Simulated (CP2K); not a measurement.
# CH5NOSSi (SMILES NC(=S)[SiH2]O) at GFN1-xTB

Aim: the vertical electron affinity of CH5NOSSi at GFN1-xTB, from 2 runs. 

The results are computed with CP2K 2026.2.

3 further runs of the same task are left out: 1 that didn't finish, 2 set aside as unsound or not needed.

### Step 1. Starting point

The species is CH5NOSSi (10 atoms), meant as a singlet with charge 0. As SMILES, `NC(=S)[SiH2]O`. The coordinates come from a GFN2-xTB relaxation. This is one conformer, not always the lowest.

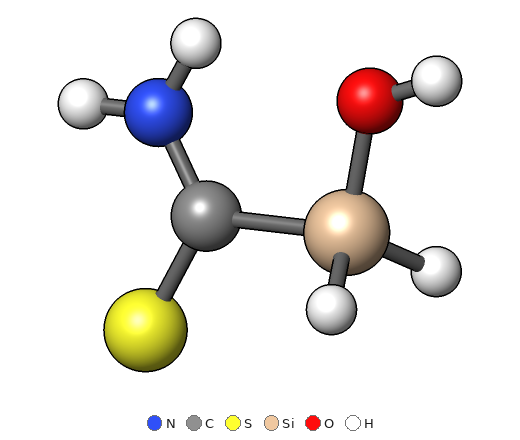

Viewed from a chosen angle; nitrogen blue, carbon grey, sulfur yellow, silicon light orange, oxygen red, hydrogen white.

### Step 2. Energy and gradient at GFN1-xTB

File molecule.xyz:

```xyz
10

N     -0.493250     0.887980     1.316910
C      0.343270    -0.085310     0.948120
S      1.343270    -0.800310     2.040100
Si     0.382090    -0.658370    -0.857040
O     -0.710480     0.345360    -1.538030
H     -0.509500     1.198380     2.277260
H     -1.095800     1.324510     0.639830
H      1.713420    -0.453170    -1.416400
H     -0.048130    -2.049530    -0.946260
H     -0.924890     0.290450    -2.464470
```

File run.inp:

```
&FORCE_EVAL
   METHOD QS
   &DFT
      ! Quickstep
      &QS
         METHOD XTB
         EPS_DEFAULT 1.0E-10
         &XTB
            GFN_TYPE 1
            CHECK_ATOMIC_CHARGES F
         &END
      &END
      &POISSON
         PERIODIC NONE
         POISSON_SOLVER ANALYTIC
      &END
      &SCF
         SCF_GUESS ATOMIC
         EPS_SCF 1.0E-06
         MAX_SCF 30
         &OT
            MINIMIZER DIIS
            PRECONDITIONER FULL_SINGLE_INVERSE
         &END
         &OUTER_SCF
            EPS_SCF 1.0E-06
            MAX_SCF 10
         &END
      &END
      &PRINT
         &MOMENTS
            PERIODIC F
            REFERENCE COM
            MAX_MOMENT 1
         &END
         &MO_CUBES
            NLUMO 1
            NHOMO -1
            WRITE_CUBE F
         &END
         &HIRSHFELD OFF
         &END
      &END
   &END
   ! atoms, cell and kinds
   &SUBSYS
      &CELL
         ABC 10.8 11.4 12.7
         PERIODIC NONE
      &END
      &TOPOLOGY
         COORD_FILE_NAME molecule.xyz
         COORD_FILE_FORMAT XYZ
         &CENTER_COORDINATES
         &END
      &END
   &END
   ! extra output
   &PRINT
      &FORCES ON
      &END
   &END
&END
&GLOBAL
   PROJECT_NAME run
   RUN_TYPE ENERGY_FORCE
   PRINT_LEVEL MEDIUM
&END
```

Launch:

```console
$ OMP_NUM_THREADS=1 cp2k.psmp -i run.inp -o run.out
```

The log of the run:

```text
CP2K| version string:                                       CP2K version 2026.2
[...]
 GLOBAL| Method name                                                        CP2K
[...]
 GLOBAL| Run type                                                   ENERGY_FORCE
[...]
                             - Atoms:                                         10
[...]
                             - Spherical basis functions:                     40
[...]
 Number of electrons:                                                         30
[...]
     1 OT DIIS     0.80E-01    0.0     0.09865268       -18.1636853956 -1.82E+01
[...]
    17 OT DIIS     0.80E-01    0.0     0.00000089       -18.3221000082 -1.55E-10
  *** SCF run converged in    17 steps ***
[...]
 TB_DIPOLE| Moment [Debye]         -2.16658528       1.50538466      -2.47970760
 TB_DIPOLE| Derivative [a.u.]       0.00000000       0.00000000       0.00000000
[...]
 ENERGY| Total FORCE_EVAL ( QS ) energy [hartree]            -18.322100008206455
 FORCES| Atomic forces [hartree/bohr]
 FORCES|   Atom     x               y               z               |f|
 FORCES|      1 -1.22469108E-02  1.56563912E-02  1.00569230E-02   2.22766943E-02
 FORCES|      2  2.28789306E-03 -7.47760251E-03 -1.79516148E-02   1.95808444E-02
 FORCES|      3  7.18874710E-03 -6.90957900E-03  2.23907274E-03   1.02192864E-02
 FORCES|      4  6.07659860E-03 -4.09208745E-04  2.01121235E-02   2.10140432E-02
 FORCES|      5  6.24866821E-03 -1.04784990E-02 -1.04930917E-02   1.60919163E-02
 FORCES|      6 -5.03874718E-04 -4.84196618E-04 -3.18224540E-03   3.25807027E-03
 FORCES|      7  9.44438178E-04 -2.07003968E-04  2.38792591E-03   2.57623839E-03
 FORCES|      8 -4.29302217E-03 -2.17998583E-03  5.82065537E-04   4.84986370E-03
 FORCES|      9  2.52216247E-03  3.95090042E-03 -1.35430462E-03   4.87904280E-03
 FORCES|     10 -8.22469998E-03  8.53878398E-03 -2.39685415E-03   1.20955129E-02
 FORCES| Sum     1.26634814E-16  3.52148866E-16  3.74266590E-16
 FORCES| Total atomic force                                       5.29264282E-16
[...]
```

Wall time 0.81 s (1 thread of Arm Neoverse N1, shared host); peak memory 0.15 GiB.

### Step 3. The doublet anion

molecule.xyz is that of step 2.

File mol.inp:

```
&FORCE_EVAL
   METHOD Quickstep
   &DFT
      CHARGE -1
      MULTIPLICITY 2
      LSD T
      &QS
         METHOD XTB
         EPS_DEFAULT 1.0E-10
         &XTB
            GFN_TYPE 1
            CHECK_ATOMIC_CHARGES F
         &END XTB
      &END QS
      ! cluster boundary conditions
      &POISSON
         PERIODIC NONE
         POISSON_SOLVER ANALYTIC
      &END POISSON
      ! SCF settings
      &SCF
         SCF_GUESS ATOMIC
         EPS_SCF 1.0E-06
         MAX_SCF 40
         &OT
            MINIMIZER CG
            PRECONDITIONER FULL_SINGLE_INVERSE
         &END OT
         &OUTER_SCF
            EPS_SCF 1.0E-06
            MAX_SCF 10
         &END OUTER_SCF
      &END SCF
      &PRINT
         &MOMENTS
            PERIODIC F
            REFERENCE COM
            MAX_MOMENT 1
         &END MOMENTS
         &MO_CUBES
            NLUMO 1
            NHOMO -1
            WRITE_CUBE F
         &END MO_CUBES
         &HIRSHFELD OFF
         &END HIRSHFELD
      &END PRINT
   &END DFT
   ! atoms, cell and kinds
   &SUBSYS
      ! box in angstrom
      &CELL
         ABC 10.8 11.4 12.7
         PERIODIC NONE
      &END CELL
      &TOPOLOGY
         COORD_FILE_NAME molecule.xyz
         COORD_FILE_FORMAT XYZ
         &CENTER_COORDINATES
         &END CENTER_COORDINATES
      &END TOPOLOGY
   &END SUBSYS
   ! extra output
   &PRINT
      &FORCES ON
      &END FORCES
   &END PRINT
&END FORCE_EVAL
&GLOBAL
   PROJECT_NAME mol
   RUN_TYPE ENERGY_FORCE
   PRINT_LEVEL MEDIUM
&END GLOBAL
```

Launch:

```console
$ OMP_NUM_THREADS=1 cp2k.psmp -i mol.inp -o mol.out
```

The log of the run:

```text
CP2K| version string:                                       CP2K version 2026.2
[...]
 GLOBAL| Method name                                                        CP2K
[...]
 GLOBAL| Run type                                                   ENERGY_FORCE
[...]
                             - Atoms:                                         10
[...]
                             - Spherical basis functions:                     40
[...]
 Number of electrons:                                                         16
[...]
     1 OT CG       0.80E-01    0.0     0.04154915       -18.3324609015 -1.83E+01
[...]
    21 OT CG       0.15E+00    0.0     0.00000098       -18.4658080814 -2.55E-10
  *** SCF run converged in    21 steps ***
[...]
 TB_DIPOLE| Moment [Debye]         -2.36067730       1.59233682      -3.00418953
 TB_DIPOLE| Derivative [a.u.]       0.00000000       0.00000000       0.00000000
[...]
 ENERGY| Total FORCE_EVAL ( QS ) energy [hartree]            -18.465808081460214
 FORCES| Atomic forces [hartree/bohr]
 FORCES|   Atom     x               y               z               |f|
 FORCES|      1 -5.73274285E-02  6.81893549E-02  3.36579727E-02   9.52317243E-02
 FORCES|      2  1.15696998E-02 -4.13396740E-02 -1.03877230E-01   1.12397978E-01
 FORCES|      3  4.28849228E-02 -3.14090050E-02  4.53228078E-02   6.98555589E-02
 FORCES|      4  1.26263375E-02  7.62766497E-03  7.12823896E-02   7.27927519E-02
 FORCES|      5 -6.65754826E-03 -1.38345384E-03 -2.74588014E-02   2.82882073E-02
 FORCES|      6  4.23158979E-04 -1.60716047E-03 -4.79251917E-03   5.07250119E-03
 FORCES|      7  1.77162291E-03 -2.25072641E-04  4.39717045E-03   4.74598919E-03
 FORCES|      8 -2.83815325E-03 -6.26244563E-03 -7.93232723E-03   1.04973880E-02
 FORCES|      9  3.62600814E-03 -1.96011249E-04 -1.04398420E-02   1.10533550E-02
 FORCES|     10 -6.07862001E-03  6.60580297E-03 -1.59620762E-04   8.97840369E-03
 FORCES| Sum     7.45931095E-17 -9.45424294E-17  1.31351093E-16
 FORCES| Total atomic force                                       1.78200765E-16
[...]
```

Wall time 1.2 s (1 thread of Arm Neoverse N1, shared host); peak memory 0.15 GiB.

### Step 4. Summary of results

At GFN1-xTB:

| quantity | value |
| --- | --- |
| singlet CH5NOSSi: total energy | -18.32210 Eh |
| singlet CH5NOSSi: dipole moment (from atomic charges alone) | 3.62 D |
| singlet CH5NOSSi: HOMO energy | -9.44 eV |
| singlet CH5NOSSi: dispersion energy | -10.15 kJ/mol |
| singlet CH5NOSSi: largest force on an atom | 1.146 eV/Å |
| doublet anion: total energy | -18.46581 Eh |
| doublet anion: HOMO energy (highest over α and β) | -0.72 eV |
| doublet anion: dispersion energy | -10.15 kJ/mol |
| doublet anion: largest force on an atom | 5.780 eV/Å |
| vertical electron affinity (to the doublet anion) | 3.910 eV |

At fixed nuclei the extra electron is bound by 3.91 eV (90 kcal/mol). The largest force (singlet CH5NOSSi) is 1.15 eV/Å: the shape isn't a stationary point for this species at this level. A minimal valence basis can't be trusted even for the sign of an electron affinity. No empirical shift is applied, and without it xTB methods put this difference several eV too high. The dipole (singlet CH5NOSSi) comes from point charges on the atoms alone, without atomic dipoles, so it is partial.
